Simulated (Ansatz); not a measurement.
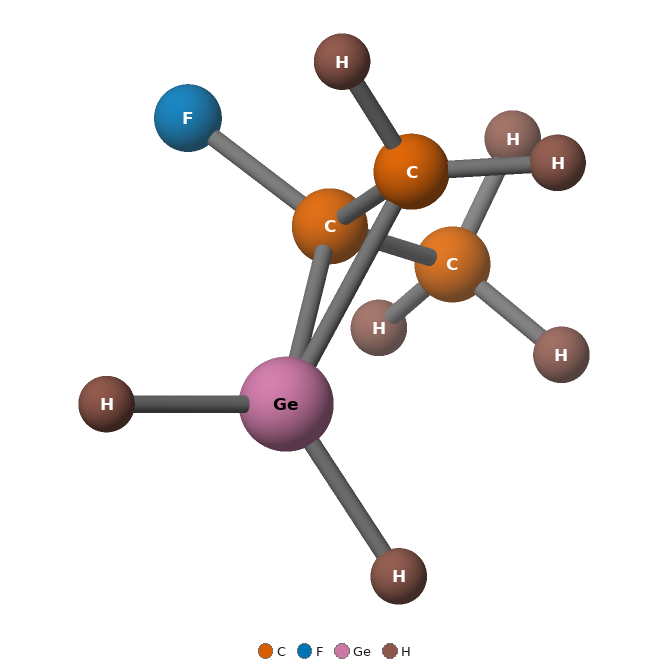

The structure as it stands in the input.

The calculation was set up as follows.

```yaml
crystal:
  periodic: [false, false, false]
  atoms:
    - {symbol: C, position_ang: [-0.787819, -0.184051, 1.334777]}
    - {symbol: C, position_ang: [0.374876, -0.142740, 0.396682]}
    - {symbol: F, position_ang: [1.549951, -0.432643, 1.055459]}
    - {symbol: C, position_ang: [0.496737, 1.018174, -0.561079]}
    - {symbol: Ge, position_ang: [0.216291, -0.688382, -1.482637]}
    - {symbol: H, position_ang: [-0.673864, 0.585793, 2.106654]}
    - {symbol: H, position_ang: [-0.862408, -1.158693, 1.819102]}
    - {symbol: H, position_ang: [-1.720078, 0.005181, 0.798896]}
    - {symbol: H, position_ang: [-0.277433, 1.778267, -0.525180]}
    - {symbol: H, position_ang: [1.501101, 1.418830, -0.655923]}
    - {symbol: H, position_ang: [-1.166672, -0.990589, -2.049129]}
    - {symbol: H, position_ang: [1.426317, -1.264247, -2.203621]}
basis:
  gaussian: {orbitals: def2-TZVPP}
hamiltonian: {xc: r2scan, dispersion: d4}
output: {forces: true, orbitals: {seedname: orbitals}}
```

Output:

```
Functional definition: r2SCAN
  name "r2SCAN"
  cite "Furness, Kaplan, Ning, Perdew & Sun, J. Phys. Chem. Lett. 11, 8208 (2020) doi:10.1021/acs.jpclett.0c02405"
  cite "Furness, Kaplan, Ning, Perdew & Sun, J. Phys. Chem. Lett. 11, 9248 (2020) doi:10.1021/acs.jpclett.0c03077"
  parent r2scan
  parameter k0 = 0.174
  parameter k1 = 0.065
  parameter a1 = 4.9479
  exchange = r2scan_x(k0 = k0, k1 = k1, a1 = a1)
  correlation = r2scan_c
1467 factors; their error is unknown
mean field evaluation 1: about -62444.3309 eV, gradient 7.7e1 eV
mean field evaluation 2: about -62404.8428 eV, gradient 1.4e2 eV
mean field evaluation 4: about -62457.5542 eV, gradient 1.4e1 eV
mean field evaluation 8: about -62457.9889 eV, gradient 3.5e-1 eV
mean field evaluation 16: about -62457.9494 eV, gradient 1.1e-2 eV
mean field -62457.94942216 eV, -2295.2873057459 hartree, gradient 5.1e-5 eV, S^2 0.000000; 0 other end points of the search recorded, 0 dependent functions left out
the calculation of the forces begins
reference -62457.94943414 eV, -2295.2873061858 hartree; 33, 33 occupied and 237, 237 virtual orbitals, 1467 factors
Total energy: -62458.00882214 eV, -2295.2894886549 hartree
Atom 0 at    -0.787819    -0.184051     1.334777 Å, force    -0.085304    -0.031016     0.063396 eV/Å
Atom 1 at     0.374876    -0.142740     0.396682 Å, force    -0.239841     0.091095    -0.094576 eV/Å
Atom 2 at     1.549951    -0.432643     1.055459 Å, force     0.294249    -0.073953     0.162612 eV/Å
Atom 3 at     0.496737     1.018174    -0.561079 Å, force     0.043033     0.129253     0.004331 eV/Å
Atom 4 at     0.216291    -0.688382    -1.482637 Å, force    -0.028921    -0.173015    -0.164163 eV/Å
Atom 5 at    -0.673864     0.585793     2.106654 Å, force     0.004435    -0.001579    -0.005831 eV/Å
Atom 6 at    -0.862408    -1.158693     1.819102 Å, force    -0.000272     0.014975    -0.003213 eV/Å
Atom 7 at    -1.720078     0.005181     0.798896 Å, force     0.017089    -0.001419     0.006711 eV/Å
Atom 8 at    -0.277433     1.778267    -0.525180 Å, force     0.001517    -0.017157    -0.006003 eV/Å
Atom 9 at     1.501101     1.418830    -0.655923 Å, force    -0.014893    -0.015001    -0.007785 eV/Å
Atom 10 at    -1.166672    -0.990589    -2.049129 Å, force     0.048685     0.031463     0.016297 eV/Å
Atom 11 at     1.426317    -1.264247    -2.203621 Å, force    -0.039777     0.046354     0.028224 eV/Å
Dipole moment:    -0.283293     0.093561    -0.119464 e Å
```
